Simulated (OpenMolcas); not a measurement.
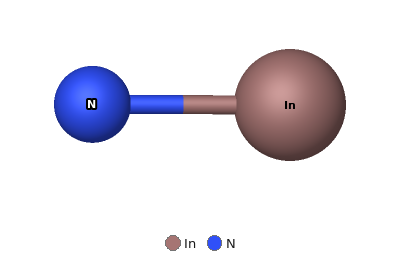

The molecule at the reference distance of 2.096 Å.

Run report: InN, relativistic diatomic calculation (part 1 of 2)

InN. Computed at this level: SA-CASSCF(8,8)/XMS-CASPT2 + RASSI spin-orbit (X2C scalar, AMFI), ANO-RCC-VTZP (OpenMolcas).

Input file:
```
&GATEWAY
Coord
2
angstrom
In 0.0 0.0 0.0
N 0.0 0.0 2.0960
Basis=ANO-RCC-VTZP
Group=XY
RX2C
AMFI
ANGMom
0.0 0.0 0.0
RICD
&SEWARD
&GUESSORB
&RASSCF
FileOrb=$CurrDir/o31.orb
Symmetry=1
Spin=3
nActEl=8 0 0
Inactive=14 10
RAS2=4 4
CIRoot=2 2 1
Linear
Iterations=120 100
OrbListing=Nothing
PRWF=0.15
>>COPY $Project.RasOrb $CurrDir/o31.orb
>>COPY $Project.rasscf.h5 $CurrDir/r31.h5
&CASPT2
XMultistate=all
Imaginary=0.2
IPEA=0.25
MaxIter=40
>>COPY $Project.JobMix JOB001
&RASSCF
FileOrb=$CurrDir/o32.orb
Symmetry=2
Spin=3
nActEl=8 0 0
Inactive=14 10
RAS2=4 4
CIRoot=6 6 1
Linear
Iterations=120 100
OrbListing=Nothing
PRWF=0.15
>>COPY $Project.RasOrb $CurrDir/o32.orb
>>COPY $Project.rasscf.h5 $CurrDir/r32.h5
&CASPT2
XMultistate=all
Imaginary=0.2
IPEA=0.25
MaxIter=40
>>COPY $Project.JobMix JOB002
&RASSCF
FileOrb=$CurrDir/o12.orb
Symmetry=2
Spin=1
nActEl=8 0 0
Inactive=14 10
RAS2=4 4
CIRoot=4 4 1
Linear
Iterations=120 100
OrbListing=Nothing
PRWF=0.15
>>COPY $Project.RasOrb $CurrDir/o12.orb
>>COPY $Project.rasscf.h5 $CurrDir/r12.h5
&CASPT2
XMultistate=all
Imaginary=0.2
IPEA=0.25
MaxIter=40
>>COPY $Project.JobMix JOB003
&RASSCF
FileOrb=$CurrDir/o11.orb
Symmetry=1
Spin=1
nActEl=8 0 0
Inactive=14 10
RAS2=4 4
CIRoot=4 4 1
Linear
Iterations=120 100
OrbListing=Nothing
PRWF=0.15
>>COPY $Project.RasOrb $CurrDir/o11.orb
>>COPY $Project.rasscf.h5 $CurrDir/r11.h5
&CASPT2
XMultistate=all
Imaginary=0.2
IPEA=0.25
MaxIter=40
>>COPY $Project.JobMix JOB004
&RASSCF
FileOrb=$CurrDir/o52.orb
Symmetry=2
Spin=5
nActEl=8 0 0
Inactive=14 10
RAS2=4 4
CIRoot=2 2 1
Linear
Iterations=120 100
OrbListing=Nothing
PRWF=0.15
>>COPY $Project.RasOrb $CurrDir/o52.orb
>>COPY $Project.rasscf.h5 $CurrDir/r52.h5
&CASPT2
XMultistate=all
Imaginary=0.2
IPEA=0.25
MaxIter=40
>>COPY $Project.JobMix JOB005
&RASSI
Nr of JobIphs=5 2 6 4 4 2
1 2
1 2 3 4 5 6
1 2 3 4
1 2 3 4
1 2
SpinOrbit
EJob
Omega
MEES
MESO
Properties=4
'AngMom' 3 'Mltpl  1' 1 'Mltpl  1' 2 'Mltpl  1' 3
Thrs=1.0d-4
>>COPY $Project.rassi.h5 $CurrDir/so.h5
```

The first orbital files come from an earlier step.

Run as:
```bash
pymolcas m.inp (one call a module block, same work directory)
```

The program's output (extracts):
```
++    Wave function specifications:
      Number of closed shell electrons          48
      Number of electrons in active shells       8
      Number of inactive orbitals               24
      Number of active orbitals                  8
      Number of secondary orbitals              66
      Spin quantum number                      1.0
      State symmetry                             1
++    Orbital specifications:
      Symmetry species                           1   2
                                                 a   b
      Frozen orbitals                            0   0
      Inactive orbitals                         14  10
      Active orbitals                            4   4
      RAS2 orbitals                              4   4
      Secondary orbitals                        34  32
      Number of basis functions                 52  46
      printout of CI-coefficients larger than  0.15 for root  1
      energy=   -5932.678150
      conf/sym  1111 2222     Coeff  Weight
             1  2220 uu00  -0.93686 0.87771
             3  2220 0uu0  -0.16854 0.02841
             4  2220 u00u   0.16882 0.02850
      printout of CI-coefficients larger than  0.15 for root  2
      energy=   -5932.580992
      conf/sym  1111 2222     Coeff  Weight
           158  2200 u2u0   0.15194 0.02308
           160  2200 2u0u  -0.15238 0.02322
           203  2020 u2u0  -0.41503 0.17225
           205  2020 2u0u   0.41641 0.17340
           457  2uu0 2200  -0.61155 0.37399
           461  2uu0 u2d0   0.17413 0.03032
           475  2uu0 2u0d  -0.17452 0.03046
      Natural orbitals and occupation numbers for root  1
      sym 1:   1.994237   1.928875   1.964395   0.042862
      sym 2:   0.996314   0.996328   0.038455   0.038534
      Natural orbitals and occupation numbers for root  2
      sym 1:   1.983411   0.678809   1.313033   0.024667
      sym 2:   1.641251   1.639755   0.358788   0.360285
      RASSCF energy for state  2                  -5932.58099195
::    RASSCF root number  1 Total energy:  -5932.67814965
::    RASSCF root number  2 Total energy:  -5932.58099195
      Von Neumann Entropy (Root   1) =  1.41981
++    Wave function specifications:
      Number of closed shell electrons          10
      Number of electrons in active shells       8
      Number of inactive orbitals                5
      Number of active orbitals                  8
      Number of secondary orbitals              66
      Spin quantum number                      1.0
      State symmetry                             1
      Number of CSFs                          1168
      Number of CASSCF root(s) available         2
      CASPT2 state passed to geometry opt.       2
      A file JOBMIX will be created
      This is a MULTI-STATE CASSCF reference
      Number of CI roots used                    2
      These are:                                 1   2
      Off-diagonal elements of Heff are computed
  FINAL CASPT2 RESULT:
      Reference energy:       -5932.6781496551
      E2 (Non-variational):      -0.5777958658
      Shift correction:          -0.0018732050
      E2 (Variational):          -0.5796690708
      Total energy:           -5933.2578187259
      Reference weight:           0.88505
  FINAL CASPT2 RESULT:
      Reference energy:       -5932.5809919539
      E2 (Non-variational):      -0.5560657483
      Shift correction:          -0.0023950709
      E2 (Variational):          -0.5584608192
      Total energy:           -5933.1394527731
      Reference weight:           0.88528
       Total XMS-CASPT2 energies:
::    XMS-CASPT2 Root  1     Total energy:  -5933.25781873
::    XMS-CASPT2 Root  2     Total energy:  -5933.13945277
++    Wave function specifications:
      Number of closed shell electrons          48
      Number of electrons in active shells       8
      Number of inactive orbitals               24
      Number of active orbitals                  8
      Number of secondary orbitals              66
      Spin quantum number                      1.0
      State symmetry                             2
      printout of CI-coefficients larger than  0.15 for root  1
      energy=   -5932.670059
      conf/sym  1111 2222     Coeff  Weight
            17  22u0 2u00  -0.25704 0.06607
            41  2u20 2u00  -0.87083 0.75835
            47  2u20 uud0  -0.24881 0.06191
      printout of CI-coefficients larger than  0.15 for root  2
      energy=   -5932.670059
      conf/sym  1111 2222     Coeff  Weight
            18  22u0 u200   0.25704 0.06607
            42  2u20 u200   0.87083 0.75835
            59  2u20 uu0d   0.24881 0.06191
      printout of CI-coefficients larger than  0.15 for root  3
      energy=   -5932.571135
      conf/sym  1111 2222     Coeff  Weight
            18  22u0 u200  -0.60707 0.36854
            27  22u0 du0u   0.21087 0.04446
            35  22u0 uu0d  -0.16514 0.02727
            51  2u20 du0u  -0.51367 0.26386
            52  2u20 ud0u   0.33704 0.11360
            59  2u20 uu0d   0.26710 0.07134
      printout of CI-coefficients larger than  0.15 for root  4
      energy=   -5932.571135
      conf/sym  1111 2222     Coeff  Weight
            17  22u0 2u00   0.60708 0.36854
            20  22u0 duu0  -0.21327 0.04548
            23  22u0 uud0   0.16514 0.02727
            44  2u20 duu0   0.54872 0.30109
            45  2u20 udu0  -0.27633 0.07636
            47  2u20 uud0  -0.26709 0.07134
      printout of CI-coefficients larger than  0.15 for root  5
      energy=   -5932.549625
      conf/sym  1111 2222     Coeff  Weight
            42  2u20 u200   0.25180 0.06340
            46  2u20 02u0  -0.44083 0.19433
            51  2u20 du0u   0.17691 0.03130
            52  2u20 ud0u   0.36823 0.13559
            59  2u20 uu0d  -0.62755 0.39382
      printout of CI-coefficients larger than  0.15 for root  6
      energy=   -5932.549625
      conf/sym  1111 2222     Coeff  Weight
            41  2u20 2u00  -0.25180 0.06340
            44  2u20 duu0   0.23042 0.05309
            45  2u20 udu0   0.33733 0.11379
            47  2u20 uud0   0.62754 0.39381
            50  2u20 200u  -0.44085 0.19435
      Natural orbitals and occupation numbers for root  1
      sym 1:   1.989253   1.016460   1.918441   0.037581
      sym 2:   1.868568   0.985812   0.141420   0.042465
      Natural orbitals and occupation numbers for root  2
      sym 1:   1.989253   1.016461   1.918441   0.037581
      sym 2:   0.985811   1.868568   0.042465   0.141421
      Natural orbitals and occupation numbers for root  3
      sym 1:   1.986211   1.254049   1.690189   0.050829
      sym 2:   0.985366   1.393364   0.027048   0.612944
      Natural orbitals and occupation numbers for root  4
      sym 1:   1.986211   1.254048   1.690189   0.050830
      sym 2:   1.393376   0.985366   0.612933   0.027049
      Natural orbitals and occupation numbers for root  5
      sym 1:   1.989588   1.052753   1.871379   0.055716
      sym 2:   0.788140   1.305510   0.278127   0.658787
      Natural orbitals and occupation numbers for root  6
      sym 1:   1.989588   1.052752   1.871381   0.055716
      sym 2:   1.305521   0.788129   0.658771   0.278142
      RASSCF energy for state  6                  -5932.54962526
::    RASSCF root number  1 Total energy:  -5932.67005873
::    RASSCF root number  2 Total energy:  -5932.67005858
::    RASSCF root number  3 Total energy:  -5932.57113506
::    RASSCF root number  4 Total energy:  -5932.57113482
::    RASSCF root number  5 Total energy:  -5932.54962548
::    RASSCF root number  6 Total energy:  -5932.54962526
      Von Neumann Entropy (Root   1) =  1.65229
++    Wave function specifications:
      Number of closed shell electrons          10
      Number of electrons in active shells       8
      Number of inactive orbitals                5
      Number of active orbitals                  8
      Number of secondary orbitals              66
      Spin quantum number                      1.0
      State symmetry                             2
      Number of CSFs                          1184
      Number of CASSCF root(s) available         6
      CASPT2 state passed to geometry opt.       6
      A file JOBMIX will be created
      This is a MULTI-STATE CASSCF reference
      Number of CI roots used                    6
      These are:                                 1   2   3   4   5   6
      Off-diagonal elements of Heff are computed
  FINAL CASPT2 RESULT:
      Reference energy:       -5932.6700587275
      E2 (Non-variational):      -0.5820555001
      Shift correction:          -0.0019804056
      E2 (Variational):          -0.5840359057
      Total energy:           -5933.2540946332
      Reference weight:           0.88277
  FINAL CASPT2 RESULT:
      Reference energy:       -5932.6700585759
      E2 (Non-variational):      -0.5820558426
      Shift correction:          -0.0019804130
      E2 (Variational):          -0.5840362555
      Total energy:           -5933.2540948314
      Reference weight:           0.88277
  FINAL CASPT2 RESULT:
      Reference energy:       -5932.5711350597
      E2 (Non-variational):      -0.5654214803
      Shift correction:          -0.0022420896
      E2 (Variational):          -0.5676635699
      Total energy:           -5933.1387986297
      Reference weight:           0.88556
  FINAL CASPT2 RESULT:
      Reference energy:       -5932.5711348232
      E2 (Non-variational):      -0.5654215774
      Shift correction:          -0.0022421005
      E2 (Variational):          -0.5676636779
      Total energy:           -5933.1387985010
      Reference weight:           0.88556
  FINAL CASPT2 RESULT:
      Reference energy:       -5932.5496254752
      E2 (Non-variational):      -0.5753450848
      Shift correction:          -0.0027332810
      E2 (Variational):          -0.5780783659
      Total energy:           -5933.1277038410
      Reference weight:           0.87870
  FINAL CASPT2 RESULT:
      Reference energy:       -5932.5496252638
      E2 (Non-variational):      -0.5753449499
      Shift correction:          -0.0027332675
      E2 (Variational):          -0.5780782174
      Total energy:           -5933.1277034812
      Reference weight:           0.87870
       Total XMS-CASPT2 energies:
::    XMS-CASPT2 Root  1     Total energy:  -5933.25394518
::    XMS-CASPT2 Root  2     Total energy:  -5933.25394510
::    XMS-CASPT2 Root  3     Total energy:  -5933.14090966
::    XMS-CASPT2 Root  4     Total energy:  -5933.14090937
::    XMS-CASPT2 Root  5     Total energy:  -5933.12574247
::    XMS-CASPT2 Root  6     Total energy:  -5933.12574214
++    Wave function specifications:
      Number of closed shell electrons          48
      Number of electrons in active shells       8
      Number of inactive orbitals               24
      Number of active orbitals                  8
      Number of secondary orbitals              66
      Spin quantum number                      0.0
      State symmetry                             2
      printout of CI-coefficients larger than  0.15 for root  1
      energy=   -5932.633264
      conf/sym  1111 2222     Coeff  Weight
            20  22u0 dud0  -0.15947 0.02543
            37  2u20 2d00   0.88467 0.78263
            40  2u20 dud0   0.25695 0.06603
      printout of CI-coefficients larger than  0.15 for root  2
      energy=   -5932.633264
      conf/sym  1111 2222     Coeff  Weight
            26  22u0 du0d   0.17573 0.03088
            38  2u20 d200  -0.88467 0.78263
            46  2u20 du0d  -0.24260 0.05886
            47  2u20 ud0d   0.15664 0.02454
      printout of CI-coefficients larger than  0.15 for root  3
      energy=   -5932.550482
      conf/sym  1111 2222     Coeff  Weight
            18  22u0 d200  -0.62536 0.39107
            26  22u0 du0d  -0.16638 0.02768
            38  2u20 d200  -0.20842 0.04344
            46  2u20 du0d   0.46772 0.21876
            47  2u20 ud0d  -0.43043 0.18527
      printout of CI-coefficients larger than  0.15 for root  4
      energy=   -5932.550482
      conf/sym  1111 2222     Coeff  Weight
            17  22u0 2d00   0.62536 0.39107
            20  22u0 dud0   0.20527 0.04213
            37  2u20 2d00   0.20842 0.04344
            40  2u20 dud0  -0.60662 0.36799
            41  2u20 udd0   0.18984 0.03604
      Natural orbitals and occupation numbers for root  1
      sym 1:   1.990395   1.036585   1.903304   0.044679
      sym 2:   1.835503   0.985781   0.171846   0.031908
      Natural orbitals and occupation numbers for root  2
      sym 1:   1.990395   1.036585   1.903304   0.044679
      sym 2:   0.985781   1.835503   0.031908   0.171846
      Natural orbitals and occupation numbers for root  3
      sym 1:   1.988211   1.430246   1.501262   0.051941
      sym 2:   0.963548   1.472124   0.058274   0.534395
      Natural orbitals and occupation numbers for root  4
      sym 1:   1.988211   1.430246   1.501262   0.051941
      sym 2:   1.472124   0.963548   0.534395   0.058274
      RASSCF energy for state  4                  -5932.55048232
::    RASSCF root number  1 Total energy:  -5932.63326409
::    RASSCF root number  2 Total energy:  -5932.63326409
::    RASSCF root number  3 Total energy:  -5932.55048232
::    RASSCF root number  4 Total energy:  -5932.55048232
      Von Neumann Entropy (Root   1) =  1.70508
++    Wave function specifications:
      Number of closed shell electrons          10
      Number of electrons in active shells       8
      Number of inactive orbitals                5
      Number of active orbitals                  8
      Number of secondary orbitals              66
      Spin quantum number                      0.0
      State symmetry                             2
      Number of CSFs                           864
      Number of CASSCF root(s) available         4
      CASPT2 state passed to geometry opt.       4
      A file JOBMIX will be created
      This is a MULTI-STATE CASSCF reference
      Number of CI roots used                    4
      These are:                                 1   2   3   4
      Off-diagonal elements of Heff are computed
  FINAL CASPT2 RESULT:
      Reference energy:       -5932.6332640926
      E2 (Non-variational):      -0.5880906789
      Shift correction:          -0.0020045535
      E2 (Variational):          -0.5900952324
      Total energy:           -5933.2233593250
      Reference weight:           0.88099
  FINAL CASPT2 RESULT:
      Reference energy:       -5932.6332640926
      E2 (Non-variational):      -0.5880906791
      Shift correction:          -0.0020045535
      E2 (Variational):          -0.5900952325
      Total energy:           -5933.2233593251
      Reference weight:           0.88099
  FINAL CASPT2 RESULT:
      Reference energy:       -5932.5504823224
      E2 (Non-variational):      -0.5675455936
      Shift correction:          -0.0026128701
      E2 (Variational):          -0.5701584638
      Total energy:           -5933.1206407861
      Reference weight:           0.88263
  FINAL CASPT2 RESULT:
      Reference energy:       -5932.5504823215
      E2 (Non-variational):      -0.5675455948
      Shift correction:          -0.0026128702
      E2 (Variational):          -0.5701584650
      Total energy:           -5933.1206407865
      Reference weight:           0.88263
       Total XMS-CASPT2 energies:
::    XMS-CASPT2 Root  1     Total energy:  -5933.21696415
::    XMS-CASPT2 Root  2     Total energy:  -5933.21696415
::    XMS-CASPT2 Root  3     Total energy:  -5933.12703596
::    XMS-CASPT2 Root  4     Total energy:  -5933.12703596
++    Wave function specifications:
      Number of closed shell electrons          48
      Number of electrons in active shells       8
      Number of inactive orbitals               24
      Number of active orbitals                  8
      Number of secondary orbitals              66
      Spin quantum number                      0.0
      State symmetry                             1
      printout SPIN-FREE ENERGIES:
  (Shifted by EMIN (a.u.) =      -5933.2578187259)
 SF State       Relative EMIN(au)   Rel lowest level(eV)    D:o, cm**(-1)      Abs_M
     1             0.0000000000        0.0000000000              0.0000         0.0
     3             0.0038735502        0.1054046696            850.1460         1.0
     4             0.0038736262        0.1054067382            850.1627         1.0
     9             0.0408545790        1.1117097293           8966.5437         1.0
    10             0.0408545790        1.1117097293           8966.5437         1.0
    13             0.0443011852        1.2054966612           9722.9863         0.0
    14             0.0537144761        1.4616453562          11788.9648         2.0
    15             0.0537629816        1.4629652568          11799.6106         2.0
    17             0.0830110287        2.2588451656          18218.8149         1.0
    18             0.0830110287        2.2588451656          18218.8149         1.0
    16             0.0921464865        2.5074336360          20223.8162         0.0
     5             0.1169090701        3.1812578626          25658.5751         1.0
     6             0.1169093517        3.1812655262          25658.6369         1.0
     2             0.1183659528        3.2209016603          25978.3239         0.0
    11             0.1307827613        3.5587802320          28703.4983         1.0
    12             0.1307827613        3.5587802320          28703.4983         1.0
     7             0.1320762553        3.5939779966          28987.3874         1.0
     8             0.1320765844        3.5939869510          28987.4597         1.0
```

(Continued in part 2.) Outcome of the run: converged; components of a degenerate state are split by 11 cm⁻¹.
